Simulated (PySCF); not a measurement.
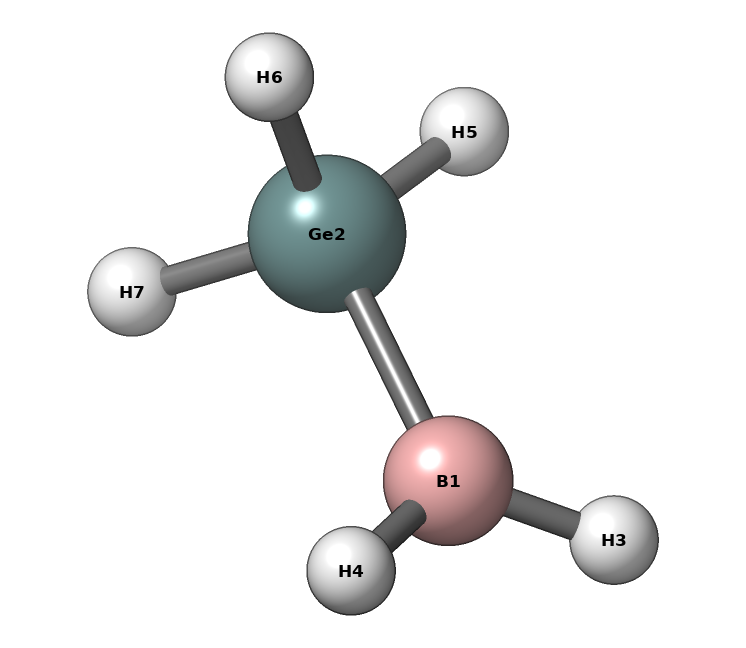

The computed structure is the end point of a PBE0-D3(BJ)/def2-SVP optimisation. No frequency run is at hand to confirm it as a minimum. Properties computed with delta-SCF UKS SCAN, pcX-2 on the ionised atom, pcseg-1 elsewhere, spin-free X2C (PySCF 2.14.0).

Give the core-electron binding energies (to vacuum) of B1 1s.

| atom | level | binding energy (eV) |
| --- | --- | --- |
| B1 | 1s | 196.7 |
